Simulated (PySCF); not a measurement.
# C4H2F5O+: runs on many settings

Aim: see how C4H2F5O+ (`[O+]#CCC(F)(F)C(F)(F)F`) answers to the choice of functional, basis, grid and SCF options, and what happens with inputs that are wrong on purpose.

Programs: PySCF 2.14.0, with density-fitted response routines of our own. Each step states its level of theory. These are calculated values for one molecule, in the gas phase or a continuum, unless marked as measured. Atoms are numbered from 0 throughout.

## Step 1: Starting geometry

12 atoms, charge 1, multiplicity 1; geometry from: GFN2-xTB.

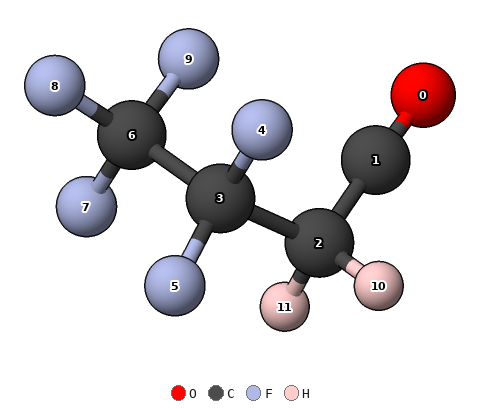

The starting geometry (oxygen red, carbon dark grey, fluorine light blue, hydrogen pink), atoms numbered.

## Step 2: Nuclear shieldings: PBE0/pcSseg-1

What the job is given:

```
{"job": {"kind": "nmr", "xc": "PBE0", "basis": "pcSseg-1"}, "charge": 1, "multiplicity": 1}
O     -2.079883     1.601841     0.922623
C     -1.580524     0.647741     0.647918
C     -0.994304    -0.564612     0.297798
C      0.246193    -0.439912    -0.683469
F     -0.157462     0.100261    -1.832191
F      0.697621    -1.662542    -0.927574
C      1.361723     0.454958    -0.023999
F      1.806561    -0.143597     1.072512
F      2.343623     0.722987    -0.836312
F      0.762141     1.596530     0.363018
H     -1.739974    -1.197331    -0.225345
H     -0.664517    -1.117010     1.198994
```

Method: GIAO PBE0/pcSseg-1 NMR shielding, non-relativistic, gas phase.

Launch:

```sh
OMP_NUM_THREADS=1 python probes_run.py task.json out
```

The driver reads the jobs from task.json and runs them one after another.

The log of the run:

```text
coarse grid: 12104 points
cycle   1  E = -726.5269270835  dE =  2.382e+00  |g| = 1.328e+00  |ddm| = 3.143e+00
cycle   2  E = -725.6614197793  dE =  8.655e-01  |g| = 2.661e+00  |ddm| = 2.064e+00
cycle   3  E = -726.8188823193  dE = -1.157e+00  |g| = 4.139e-01  |ddm| = 1.401e+00
cycle   4  E = -726.8464580843  dE = -2.758e-02  |g| = 1.248e-01  |ddm| = 2.463e-01
cycle   5  E = -726.8489443103  dE = -2.486e-03  |g| = 2.612e-02  |ddm| = 6.397e-02
cycle   6  E = -726.8490600948  dE = -1.158e-04  |g| = 7.042e-03  |ddm| = 1.955e-02
cycle   7  E = -726.8490684568  dE = -8.362e-06  |g| = 1.905e-03  |ddm| = 4.443e-03
final grid: 124808 points
cycle   8  E = -726.9501496297  dE = -2.149e-05  |g| = 1.520e-02  |ddm| = 2.433e-02
cycle   9  E = -726.9499818974  dE =  1.677e-04  |g| = 3.424e-02  |ddm| = 2.286e-02
cycle  10  E = -726.9501905960  dE = -2.087e-04  |g| = 1.916e-03  |ddm| = 1.605e-02
cycle  11  E = -726.9501912280  dE = -6.321e-07  |g| = 4.025e-04  |ddm| = 1.157e-03
cycle  12  E = -726.9501912492  dE = -2.113e-08  |g| = 1.159e-04  |ddm| = 2.910e-04
cycle  13  E = -726.9501912511  dE = -1.982e-09  |g| = 2.564e-05  |ddm| = 7.469e-05
cycle  14  E = -726.9501912513  dE = -1.246e-10  |g| = 8.526e-06  |ddm| = 2.081e-05
converged SCF energy = -726.9501912513

GIAO shielding tensors (ppm)
atom      isotropic    diamagn.    paramagn.     s11        s22        s33       span
  0 O      -36.446     395.458    -431.904   -226.214   -207.288    324.163    550.377
  1 C       29.974     262.707    -232.733    -93.478    -88.814    272.214    365.691
  2 C      166.497     255.122     -88.625    146.264    164.383    188.844     42.580
  3 C       62.809     242.004    -179.194     53.282     65.970     69.176     15.894
  4 F      272.740     471.730    -198.990    194.879    306.936    316.404    121.525
  5 F      266.287     469.374    -203.087    190.315    297.945    310.601    120.286
  6 C       60.095     243.490    -183.394     46.035     63.625     70.627     24.592
  7 F      264.489     471.922    -207.433    190.135    263.979    339.352    149.217
  8 F      273.350     466.929    -193.579    209.667    278.568    331.816    122.149
  9 F      252.920     475.541    -222.621    188.925    239.607    330.229    141.304
 10 H       26.677      25.088       1.588     22.343     24.987     32.700     10.357
 11 H       26.683      26.378       0.306     22.741     24.944     32.365      9.624
```

Wall time 29 s (1 thread of Intel Xeon Platinum 8488C, shared host); peak memory 0.75 GiB.

Shifts follow as δ = σ(reference) − σ, with reference shieldings (ppm) from runs at the same level and on the same kind of geometry: ¹H TMS 31.72, ¹³C TMS 186.9, ¹⁹F CFCl3 170.9, ¹⁷O H2O 336.1. The references are single molecules in the gas phase, so shifts against H2O, NH3, PH3, H3PO4 or CFCl3 are not on the usual liquid scales and can be off by tens of ppm. Atoms listed in one row are averaged.

```
     atoms                                 environment  σ (ppm)  δ (ppm)
        C1                              acylium carbon     30.0    157.0
        C6                                  CF3 carbon     60.1    126.8
        C3  fully substituted sp3 carbon bonded to 2 F     62.8    124.1
        C2                                     sp3 CH2    166.5     20.4
  H10, H11                      hydrogen on an sp3 CH2    26.68     5.04
        O0                          oxygen bonded to C    -36.4    372.5
F7, F8, F9                     fluorine of a CF3 group    263.6    -92.6
    F4, F5                     fluorine of a CF2 group    269.5    -98.6
```

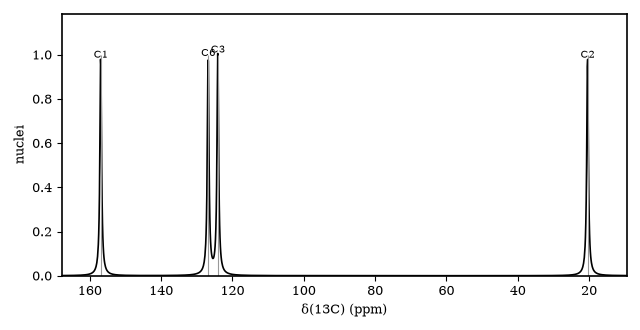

¹³C lines at the computed shifts, without couplings. Lines are broadened to a width of 0.55 ppm (Lorentzian).

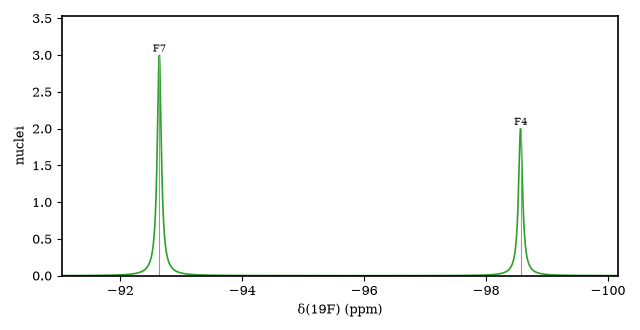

¹⁹F lines at the computed shifts, without couplings. Lines are broadened to a width of 0.08 ppm (Lorentzian).

The run also stored atomic charges by several schemes (e):

```
     atoms  Mulliken    IAO  Hirshfeld  ESP fit
        O0      0.00   0.00       0.09    -0.03
        C1      0.56   0.66       0.42     0.71
        C2     -0.32  -0.38      -0.02    -0.56
        C3      0.43   0.57       0.20     0.28
    F4, F5     -0.21  -0.23      -0.04    -0.08
        C6      0.85   0.79       0.26     0.44
F7, F8, F9     -0.23  -0.24      -0.05    -0.11
```

Hirshfeld charges:

```
atom  value (e)
  O0       0.09
  C1       0.42
  C2      -0.02
  C3       0.20
  F4      -0.04
  F5      -0.03
  C6       0.26
  F7      -0.05
  F8      -0.03
  F9      -0.06
 H10       0.14
 H11       0.13
```

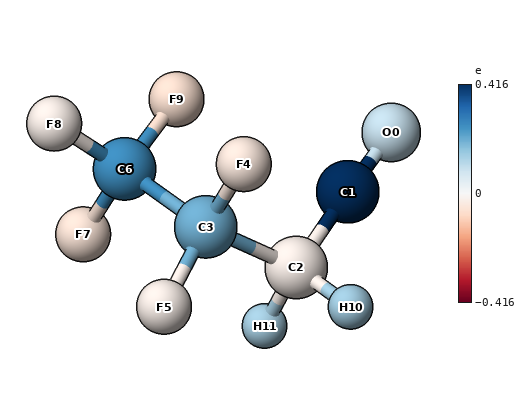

Hirshfeld charges, as colours on the atoms.

Mayer bond orders: O0–C1 2.50, C1–C2 1.10, C2–C3 0.91, C3–F4 1.01, C3–F5 1.01, C3–C6 0.86, C6–F7 1.03, C6–F8 1.09, C6–F9 0.95.

## Step 3: Ultraviolet spectrum: PBE0/def2-SVPD

Same as in step 2 but for these lines:

```diff
@@ -1,2 +1,2 @@
-{"job": {"kind": "nmr", "xc": "PBE0", "basis": "pcSseg-1"}, "charge": 1, "multiplicity": 1}
+{"job": {"kind": "uv", "xc": "PBE0", "basis": "def2-SVPD", "nstates": 6, "ntriplets": 2}, "charge": 1, "multiplicity": 1}
 O     -2.079883     1.601841     0.922623
```

With the program's defaults for keys left out, this is: TDDFT PBE0/def2-SVPD, vertical, gas phase, core orbitals frozen in the response.

The log of the run:

```text
coarse grid: 12104 points
cycle   1  E = -726.0921019770  dE =  2.322e+00  |g| = 1.264e+00  |ddm| = 4.519e+00
cycle   2  E = -725.2809690027  dE =  8.111e-01  |g| = 2.532e+00  |ddm| = 3.579e+00
cycle   3  E = -726.3724981828  dE = -1.092e+00  |g| = 3.906e-01  |ddm| = 2.391e+00
cycle   4  E = -726.3983935063  dE = -2.590e-02  |g| = 1.181e-01  |ddm| = 4.172e-01
cycle   5  E = -726.4007193315  dE = -2.326e-03  |g| = 2.580e-02  |ddm| = 1.107e-01
cycle   6  E = -726.4008386104  dE = -1.193e-04  |g| = 6.783e-03  |ddm| = 4.054e-02
cycle   7  E = -726.4008470602  dE = -8.450e-06  |g| = 1.698e-03  |ddm| = 9.020e-03
final grid: 124808 points
cycle   8  E = -726.5031170591  dE = -1.731e-05  |g| = 1.410e-02  |ddm| = 8.208e-02
cycle   9  E = -726.5029718012  dE =  1.453e-04  |g| = 3.137e-02  |ddm| = 3.513e-02
cycle  10  E = -726.5031535886  dE = -1.818e-04  |g| = 1.931e-03  |ddm| = 2.429e-02
cycle  11  E = -726.5031542505  dE = -6.619e-07  |g| = 3.391e-04  |ddm| = 1.981e-03
cycle  12  E = -726.5031542677  dE = -1.723e-08  |g| = 9.224e-05  |ddm| = 4.997e-04
cycle  13  E = -726.5031542692  dE = -1.487e-09  |g| = 2.430e-05  |ddm| = 1.363e-04
cycle  14  E = -726.5031542693  dE = -1.210e-10  |g| = 7.304e-06  |ddm| = 4.540e-05
converged SCF energy = -726.5031542693

Static polarisability (au): isotropic 50.057, principal 42.370 46.756 61.045

Singlet excitations
state   eV       nm        f      main configurations
  1   5.9663    207.8   0.03920   H->L 0.79, H->L+1 0.20
  2   6.1032    203.1   0.03033   H->L+1 0.79, H->L 0.20
  3   7.3442    168.8   0.00020   H-1->L 0.94
  4   7.6364    162.4   0.00032   H-2->L 0.47, H-1->L+1 0.37, H-3->L 0.08
  5   7.6658    161.7   0.00291   H-1->L+1 0.56, H-2->L 0.38
  6   7.7723    159.5   0.02566   H-3->L 0.61, H-4->L 0.12, H-5->L 0.10

Triplet excitations (Tamm-Dancoff, eV): 5.5111 5.9853
```

Run time: 49 s. Hardware: 1 thread of Intel Xeon Platinum 8488C, shared host; peak memory 0.9 GiB.

Frontier orbitals and where they lie:

```
orbital      eV                      atoms
 HOMO−3  -17.67  F4 37 %, F8 25 %, C2 10 %
 HOMO−2  -17.47  F7 26 %, F5 25 %, F4 24 %
 HOMO−1  -17.11  F7 37 %, F8 35 %, F9 25 %
   HOMO  -15.74  C3 16 %, F4 15 %, F5 15 %
   LUMO   -8.66  C1 42 %, O0 32 %, C2 10 %
 LUMO+1   -8.40  C1 44 %, O0 33 %, C2 12 %
 LUMO+2   -4.80  C1 35 %, C2 18 %, O0 16 %
```

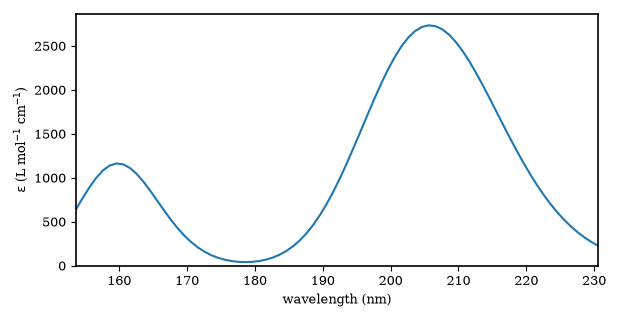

Absorption spectrum: each of the 6 states is a Gaussian band of 0.4 eV half-width at 1/e. Beyond the last state computed it falls off for lack of states.

Further results of this job:

```
           property  computed
polarisability (Å³)      7.42
 HOMO–LUMO gap (eV)      7.08
      −ε(HOMO) (eV)     15.74
```

## Step 4: Shielding tensors: PBE0/6-311G** in methanol

Same as in step 3 but for these lines:

```diff
@@ -1,2 +1,2 @@
-{"job": {"kind": "uv", "xc": "PBE0", "basis": "def2-SVPD", "nstates": 6, "ntriplets": 2}, "charge": 1, "multiplicity": 1}
+{"job": {"kind": "nmr", "xc": "PBE0", "basis": "6-311G**", "solvent": "methanol", "pop": false}, "charge": 1, "multiplicity": 1}
 O     -2.079883     1.601841     0.922623
```

Method: GIAO PBE0/6-311G** NMR shielding, non-relativistic, IEF-PCM methanol.

The log of the run:

```text
coarse grid: 12104 points
cycle   1  E = -726.9713094273  dE =  2.285e+00  |g| = 1.329e+00  |ddm| = 3.083e+00
cycle   2  E = -726.2410949367  dE =  7.302e-01  |g| = 2.516e+00  |ddm| = 2.008e+00
cycle   3  E = -727.2630861594  dE = -1.022e+00  |g| = 3.446e-01  |ddm| = 1.340e+00
cycle   4  E = -727.2809820917  dE = -1.790e-02  |g| = 1.191e-01  |ddm| = 2.034e-01
cycle   5  E = -727.2832805120  dE = -2.298e-03  |g| = 2.157e-02  |ddm| = 5.993e-02
cycle   6  E = -727.2833587632  dE = -7.825e-05  |g| = 5.669e-03  |ddm| = 1.509e-02
cycle   7  E = -727.2833642395  dE = -5.476e-06  |g| = 1.517e-03  |ddm| = 3.506e-03
final grid: 124808 points
cycle   8  E = -727.3132199685  dE = -4.657e-05  |g| = 1.336e-02  |ddm| = 2.505e-02
cycle   9  E = -727.3131131567  dE =  1.068e-04  |g| = 2.798e-02  |ddm| = 1.852e-02
cycle  10  E = -727.3132509806  dE = -1.378e-04  |g| = 1.494e-03  |ddm| = 1.286e-02
cycle  11  E = -727.3132513541  dE = -3.735e-07  |g| = 4.849e-04  |ddm| = 1.030e-03
cycle  12  E = -727.3132513877  dE = -3.356e-08  |g| = 1.340e-04  |ddm| = 3.161e-04
cycle  13  E = -727.3132513901  dE = -2.440e-09  |g| = 2.457e-05  |ddm| = 7.976e-05
cycle  14  E = -727.3132513903  dE = -1.112e-10  |g| = 8.412e-06  |ddm| = 1.844e-05
converged SCF energy = -727.3132513903

GIAO shielding tensors (ppm)
atom      isotropic    diamagn.    paramagn.     s11        s22        s33       span
  0 O      -16.677     394.920    -411.597   -200.642   -184.354    334.965    535.607
  1 C       34.855     261.553    -226.698    -86.788    -81.900    273.252    360.039
  2 C      168.433     253.973     -85.540    148.522    164.942    191.834     43.312
  3 C       69.380     248.303    -178.924     59.418     73.137     75.584     16.166
  4 F      285.668     468.904    -183.237    208.509    319.458    329.035    120.527
  5 F      283.631     466.581    -182.950    208.921    316.400    325.571    116.650
  6 C       66.230     249.997    -183.767     54.105     70.061     74.526     20.421
  7 F      270.035     469.774    -199.738    195.961    270.828    343.317    147.356
  8 F      284.703     464.259    -179.556    220.149    292.406    341.554    121.404
  9 F      257.087     474.028    -216.941    188.750    245.115    337.397    148.647
 10 H       26.434      25.265       1.169     22.046     24.832     32.424     10.377
 11 H       26.619      26.432       0.187     22.706     24.926     32.225      9.520
```

Wall time 31 s (1 thread of Intel Xeon Platinum 8488C, shared host); peak memory 0.92 GiB.

This run: σ C1 34.9, C6 66.2, C3 69.4, C2 168.4, H10 26.53 ppm (means over like atoms).

## Step 5: Shielding tensors: HF/pcSseg-0

Same as in step 4 but for these lines:

```diff
@@ -1,2 +1,2 @@
-{"job": {"kind": "nmr", "xc": "PBE0", "basis": "6-311G**", "solvent": "methanol", "pop": false}, "charge": 1, "multiplicity": 1}
+{"job": {"kind": "nmr", "xc": "HF", "basis": "pcSseg-0", "pop": true, "scf": {"conv": 1e-08}}, "charge": 1, "multiplicity": 1}
 O     -2.079883     1.601841     0.922623
```

Level: GIAO HF/pcSseg-0 NMR shielding, non-relativistic, gas phase.

The log of the run:

```text
final grid: 124808 points
cycle   1  E = -722.0683936283  dE =  2.961e+00  |g| = 1.327e+00  |ddm| = 3.791e+00
cycle   2  E = -722.3209517490  dE = -2.526e-01  |g| = 1.055e+00  |ddm| = 2.818e+00
cycle   3  E = -722.5136608752  dE = -1.927e-01  |g| = 1.722e-01  |ddm| = 1.019e+00
cycle   4  E = -722.5193570571  dE = -5.696e-03  |g| = 6.598e-02  |ddm| = 2.054e-01
cycle   5  E = -722.5204085004  dE = -1.051e-03  |g| = 1.706e-02  |ddm| = 9.201e-02
cycle   6  E = -722.5205171976  dE = -1.087e-04  |g| = 3.752e-03  |ddm| = 3.641e-02
cycle   7  E = -722.5205248097  dE = -7.612e-06  |g| = 8.607e-04  |ddm| = 1.175e-02
cycle   8  E = -722.5205250380  dE = -2.283e-07  |g| = 2.998e-04  |ddm| = 1.692e-03
cycle   9  E = -722.5205250743  dE = -3.625e-08  |g| = 8.342e-05  |ddm| = 5.671e-04
cycle  10  E = -722.5205250802  dE = -5.874e-09  |g| = 3.895e-05  |ddm| = 2.022e-04
converged SCF energy = -722.5205250802

GIAO shielding tensors (ppm)
atom      isotropic    diamagn.    paramagn.     s11        s22        s33       span
  0 O      -80.578     402.948    -483.525   -302.201   -278.485    338.953    641.153
  1 C       15.074     266.266    -251.192   -123.091   -118.481    286.793    409.884
  2 C      176.014     239.658     -63.645    153.063    172.822    202.157     49.094
  3 C       76.388     235.465    -159.077     71.325     75.736     82.104     10.779
  4 F      331.105     472.014    -140.909    253.660    355.792    383.863    130.203
  5 F      338.302     468.977    -130.675    258.401    360.976    395.530    137.130
  6 C       71.227     235.843    -164.616     63.142     73.484     77.054     13.912
  7 F      307.640     475.810    -168.170    227.745    318.437    376.739    148.994
  8 F      314.547     469.683    -155.136    238.002    333.829    371.811    133.810
  9 F      312.754     478.607    -165.853    236.552    311.005    390.704    154.152
 10 H       27.814      25.071       2.743     22.172     26.337     34.933     12.760
 11 H       28.073      24.032       4.041     23.613     25.817     34.788     11.175
```

Run time: 4.2 s. Hardware: 1 thread of Intel Xeon Platinum 8488C, shared host; peak memory 0.49 GiB.

Key values: δ C1 187.4, C6 131.2, C3 126.1, C2 26.5, H10 6.03 ppm (means over like atoms).

## Step 6: Shielding tensors: wB97X-D/LANL2DZ

Same as in step 5 but for these lines:

```diff
@@ -1,2 +1,2 @@
-{"job": {"kind": "nmr", "xc": "HF", "basis": "pcSseg-0", "pop": true, "scf": {"conv": 1e-08}}, "charge": 1, "multiplicity": 1}
+{"job": {"kind": "nmr", "xc": "wB97X-D", "basis": "LANL2DZ", "pop": true, "scf": {"diis": false, "max_cycle": 52}}, "charge": 1, "multiplicity": 1}
 O     -2.079883     1.601841     0.922623
```

Level: GIAO wB97X-D/LANL2DZ NMR shielding, non-relativistic, gas phase.

The log of the run:

```text
final grid: 124808 points
cycle   1  E = -726.9303230752  dE =  2.980e+00  |g| = 1.429e+00  |ddm| = 3.863e+00
cycle   2  E = -726.4595499132  dE =  4.708e-01  |g| = 2.310e+00  |ddm| = 3.083e+00
cycle   3  E = -725.9452649985  dE =  5.143e-01  |g| = 2.686e+00  |ddm| = 3.513e+00
cycle   4  E = -723.0424137826  dE =  2.903e+00  |g| = 4.399e+00  |ddm| = 6.410e+00
cycle   5  E = -718.4187042279  dE =  4.624e+00  |g| = 5.108e+00  |ddm| = 1.039e+01
cycle   6  E = -701.0362857628  dE =  1.738e+01  |g| = 8.364e+00  |ddm| = 1.426e+01
cycle   7  E = -686.2176858698  dE =  1.482e+01  |g| = 6.916e+00  |ddm| = 1.933e+01
cycle   8  E = -621.7739431090  dE =  6.444e+01  |g| = 1.048e+01  |ddm| = 5.438e+01
cycle   9  E = -566.3438869079  dE =  5.543e+01  |g| = 8.421e+00  |ddm| = 7.697e+01
cycle  10  E = -531.3719866714  dE =  3.497e+01  |g| = 8.564e+00  |ddm| = 8.191e+01
[... 32 cycles left out ...]
cycle  43  E = -563.6622449361  dE = -3.545e+01  |g| = 8.330e+00  |ddm| = 7.993e+01
cycle  44  E = -528.2132454986  dE =  3.545e+01  |g| = 8.691e+00  |ddm| = 7.993e+01
cycle  45  E = -563.6622449361  dE = -3.545e+01  |g| = 8.330e+00  |ddm| = 7.993e+01
cycle  46  E = -528.2132454986  dE =  3.545e+01  |g| = 8.691e+00  |ddm| = 7.993e+01
cycle  47  E = -563.6622449361  dE = -3.545e+01  |g| = 8.330e+00  |ddm| = 7.993e+01
cycle  48  E = -528.2132454986  dE =  3.545e+01  |g| = 8.691e+00  |ddm| = 7.993e+01
cycle  49  E = -563.6622449361  dE = -3.545e+01  |g| = 8.330e+00  |ddm| = 7.993e+01
cycle  50  E = -528.2132454986  dE =  3.545e+01  |g| = 8.691e+00  |ddm| = 7.993e+01
cycle  51  E = -563.6622449361  dE = -3.545e+01  |g| = 8.330e+00  |ddm| = 7.993e+01
cycle  52  E = -528.2132454986  dE =  3.545e+01  |g| = 8.691e+00  |ddm| = 7.993e+01
SCF not converged, last energy = -528.2132454986
```

Run time: 26 s. Hardware: 1 thread of Intel Xeon Platinum 8488C, shared host; peak memory 0.6 GiB.

Why it failed: The SCF swings between two densities 35.45 Eh apart: plain iteration without DIIS overshoots. Cure: turn DIIS on. Numbers printed on the way are no properties of the molecule.

## Step 7: Comparing the runs: NMR shifts

Isotropic shieldings (ppm) of some atoms, chosen among heavy atoms and hydrogens apart, means over like atoms, with basis size and wall time:

```
                      run    C1    C3    H10     O0     F7     F4  functions   time
            PBE0/pcSseg-1  30.0  62.8  26.68  -36.4  263.6  269.5        180   29 s
PBE0/6-311G** in methanol  34.9  69.4  26.53  -16.7  270.6  284.6        192   31 s
              HF/pcSseg-0  15.1  76.4  27.94  -80.6  311.6  334.7         94  4.2 s
```

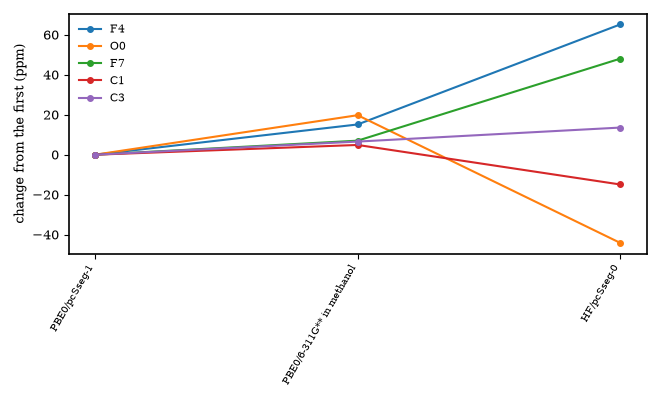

How five of the tabulated atoms move from run to run.

## Step 8: Summary of results

| quantity | value |
| --- | --- |
| ¹³C shifts against TMS (PBE0/pcSseg-1) | 157.0, 126.8, 124.1, 20.4 ppm |
| ¹H shifts against TMS (PBE0/pcSseg-1, means over atoms taken as alike) | 5.04 ppm |
| ¹⁷O shifts against H2O (PBE0/pcSseg-1) | 372.5 ppm |
| ¹⁹F shifts against CFCl3 (PBE0/pcSseg-1, means over atoms taken as alike) | -92.6, -98.6 ppm |
| lowest singlet (PBE0/def2-SVPD) | 5.97 eV (208 nm), f = 0.039 |
| lowest triplet | 5.51 eV |
| range of the shielding of F4 | 269.5 to 334.7 ppm |
| property runs in this session | 5, of which 1 failed and 0 gave unsound results |

In words: Single values in the summary come from the first run of each kind that ended normally (PBE0/pcSseg-1; PBE0/def2-SVPD), which need not be the best level. At PBE0/pcSseg-1: The widest tensor belongs to O0: span 550 ppm, with a paramagnetic part of -432 ppm. The lowest singlet, at 5.97 eV, is HOMO→LUMO 0.79, HOMO→LUMO+1 0.20 and is weak. The lowest triplet lies 0.46 eV below the lowest singlet (triplets in Tamm-Dancoff, singlets in full TDDFT). Across the 3 runs the shielding of F4 (with its like atoms) moves most, between 269.5 (PBE0/pcSseg-1) and 334.7 ppm (HF/pcSseg-0).
